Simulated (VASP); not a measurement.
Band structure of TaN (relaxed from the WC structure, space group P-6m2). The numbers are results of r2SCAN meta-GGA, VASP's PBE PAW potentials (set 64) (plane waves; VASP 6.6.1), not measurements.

Unless said otherwise, spin-orbit coupling is left out, though it shifts the bands of the heavy elements here.

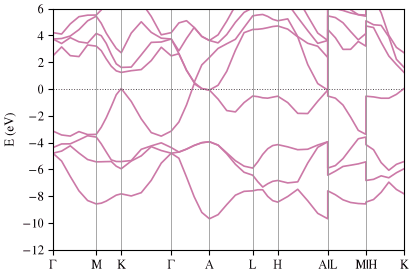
Figure: Bands along high-symmetry lines, zero at the valence-band maximum or, without a gap, the Fermi level

Q: Read the plot: is there a gap, and where are the band edges?

A: It has no gap at this level: it comes out as a metal or semimetal.

The structure was generated: TaN was put into the WC type (P-6m2), which need not be its known phase. It was relaxed first, which changed the volume by +10 %.
